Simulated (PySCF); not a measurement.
# GeH2Cl (SMILES [Cl][GeH2]) at 6 levels

Aim: a comparison of 6 runs (U-r2SCAN/STO-3G, U-wB97X-V/STO-3G, UB2PLYP/STO-3G, UM06-2X/STO-3G, UPBE0/STO-3G, UCISD/STO-3G) of GeH2Cl. 

The calculation is run with PySCF 2.14.0.

7 further runs of the same task are left out: 7 set aside as unsound or not needed.

## Step 1: The system as given

The species is GeH2Cl (4 atoms), meant as a doublet with charge 0. SMILES: `[Cl][GeH2]`. The Ge2–H3 distance was set to 3.401 Å, away from the relaxed value. At this shape a bond of the SMILES string is far longer than usual.

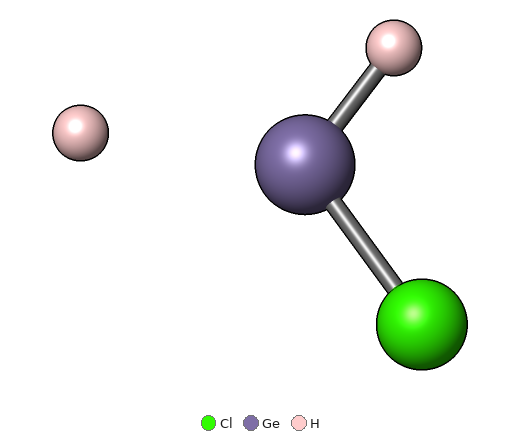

Viewed from a chosen angle; chlorine green, germanium purple, hydrogen pink.

## Step 2: A single-point energy at U-r2SCAN/STO-3G (run 1)

The input, input.py:

```python
from pyscf import gto, dft

mol = gto.Mole()
mol.atom = '''
Cl  -1.522100  -0.547632   2.640604
Ge   0.147500  -1.303932   1.505504
H    0.072700   0.259600  -1.514200
H    1.424200  -0.966532   2.309404
'''
mol.spin = 1
mol.basis = 'sto-3g'
mol.max_memory = 1860
mol.verbose = 3
mol.build()

mf = dft.UKS(mol, xc='r2scan')
mf.grids.level = 5
mf.conv_tol = 1e-10
mf.kernel()
if not mf.converged:
    mf = mf.newton().run(mf.mo_coeff, mf.mo_occ)

e_final = mf.e_tot
print('Final energy', e_final)
```

The run is started by

```console
$ OMP_NUM_THREADS=1 python input.py
```

The program printed:

```text
WARN: HOMO -0.356974337699856 >= LUMO -0.356974337699864

WARN: HOMO 0.159720776544009 >= LUMO 0.16061644626251

converged SCF energy = -2509.33463127452  <S^2> = 0.80585582  2S+1 = 2.0550969
Final energy -2509.3346312745234
```

It took 18 s on 1 thread of Arm Neoverse V1, shared host; peak memory 0.25 GiB.

## Step 3: The energy at U-wB97X-V/STO-3G (run 2)

The input, calc.py:

```python
from pyscf import gto, dft

system = gto.M(
    atom='''
Cl    -1.522100    -0.547632     2.640604
Ge     0.147500    -1.303932     1.505504
H      0.072700     0.259600    -1.514200
H      1.424200    -0.966532     2.309404
''',
    basis='sto-3g',
    charge=0,
    verbose=4,
    spin=1,
    max_memory=1860,
)

mf = dft.UKS(system, xc='wb97x-v')
mf.grids.level = 5
mf.conv_tol = 1e-10
mf.nlcgrids.level = 1
mf.kernel()
if not mf.converged:
    mf = mf.newton().run(mf.mo_coeff, mf.mo_occ)

e_final = mf.e_tot
print(f'total energy: {e_final:.8f} hartree')
```

The run is started by

```console
$ OMP_NUM_THREADS=1 python calc.py
```

The program printed:

```text
PySCF version 2.14.0

[... 64 lines left out ...]
WARN: HOMO -0.307850104866249 >= LUMO -0.307850104866251
[... 90 lines left out ...]
converged SCF energy = -2509.07445270669  <S^2> = 0.75537158  2S+1 = 2.0053644
total energy: -2509.07445271 hartree
```

Wall time 40 s (1 thread of Arm Neoverse V1, shared host); peak memory 0.24 GiB.

Runs 3 to 4 aren't shown in full; the table further down has their settings and results.

## Step 4: A single-point energy at UPBE0/STO-3G (run 5)

The input, run.py:

```python
from pyscf import gto, dft

mol = gto.M(
    atom='''
Cl  -1.522100  -0.547632   2.640604
Ge   0.147500  -1.303932   1.505504
H    0.072700   0.259600  -1.514200
H    1.424200  -0.966532   2.309404
''',
    basis='sto-3g',
    spin=1,
    charge=0,
    verbose=4,
    max_memory=1860,
)

mf = dft.UKS(mol, xc='pbe0')
mf.grids.level = 5
mf.conv_tol = 1e-10
mf.kernel()
if not mf.converged:
    mf = mf.newton().run(mf.mo_coeff, mf.mo_occ)

e_tot = mf.e_tot
print('E(%s) = %.9f' % ('PBE0', e_tot))
```

The run is started by

```console
$ OMP_NUM_THREADS=1 python run.py
```

The program printed:

```text
PySCF version 2.14.0

[... 52 lines left out ...]
WARN: HOMO -0.342989792605595 >= LUMO -0.342989792605597
[... 90 lines left out ...]
converged SCF energy = -2508.9285339023  <S^2> = 0.76295163  2S+1 = 2.01291
E(PBE0) = -2508.928533902
```

Run time: 11 s. Hardware: 1 thread of Arm Neoverse V1, shared host; peak memory 0.24 GiB.

## Step 5: A single-point energy at UCISD/STO-3G (run 6)

The input, calc.py:

```python
from pyscf import gto, ci

mol = gto.M(
    atom=[
    ('Cl', (-1.522100, -0.547632, 2.640604)),
    ('Ge', (0.147500, -1.303932, 1.505504)),
    ('H', (0.072700, 0.259600, -1.514200)),
    ('H', (1.424200, -0.966532, 2.309404)),
],
    charge=0,
    max_memory=1860,
    basis='sto-3g',
    spin=1,
    verbose=3,
)

mf = mol.UHF()
mf.conv_tol = 1e-10
mf.kernel()
if not mf.converged:
    mf = mf.newton().run(mf.mo_coeff, mf.mo_occ)

cisd = ci.CISD(mf, frozen=14)
cisd.kernel()
etot = cisd.e_tot
print('E(%s) = %.9f' % ('CISD', etot))
```

The run is started by

```console
$ OMP_NUM_THREADS=1 python calc.py
```

The program printed:

```text
converged SCF energy = -2507.37563492729  <S^2> = 0.75322284  2S+1 = 2.0032202
E(UCISD) = -2507.423528815539  E_corr = -0.04789388825124444
E(CISD) = -2507.423528816
```

Run time: 1.1 s. Hardware: 1 thread of Arm Neoverse V1, shared host; peak memory 0.12 GiB.

## Step 6: The series

| run | level | nlc grid | frozen core orbitals | energy (Eh) | dipole moment (D) of the reference | HOMO energy (eV) | LUMO energy (eV) | wall time |
| --- | --- | --- | --- | --- | --- | --- | --- | --- |
| 1 | U-r2SCAN/STO-3G | – | – | -2509.334631 | 1.85 | -2.34 | -1.20 | 18 s |
| 2 | U-wB97X-V/STO-3G | 1 | – | -2509.074453 | 2.27 | -6.48 | 2.00 | 40 s |
| 3 | UB2PLYP/STO-3G | – | 14 | -2508.786868 | 2.32 | -5.22 | 1.19 | 9.3 s |
| 4 | UM06-2X/STO-3G | – | – | -2509.270898 | 2.22 | -5.33 | 0.55 | 17 s |
| 5 | UPBE0/STO-3G | – | – | -2508.928534 | 2.09 | -4.12 | -0.33 | 11 s |
| 6 | UCISD/STO-3G | – | 14 | -2507.423529 | 2.63 | -6.76 | 3.70 | 1.1 s |

## Step 7: Outcome

```
                                                         quantity           value
                                              run 6: total energy  -2507.42353 Eh
                      run 6: dipole moment (Hartree–Fock density)          2.63 D
run 6: HOMO energy (Hartree–Fock orbitals) (highest over α and β)        -6.76 eV
 run 6: LUMO energy (Hartree–Fock orbitals) (lowest over α and β)         3.70 eV
              run 6: correlation energy (14 core orbitals frozen)       -47.9 mEh
                         run 6: ⟨S²⟩ of the reference determinant           0.753
```

In words: Over runs 1, 2, 3, 4, 5 the dipole moment (its size) runs from 1.85 D (U-r2SCAN/STO-3G) to 2.32 D (UB2PLYP/STO-3G). A double hybrid's value is that of its SCF part. Totals of different functionals can't be ranked against each other. In runs 1, 2, 3, 4, 5, 6 the basis is minimal, so the values are rough. All runs together took 97 s, the longest 40 s.
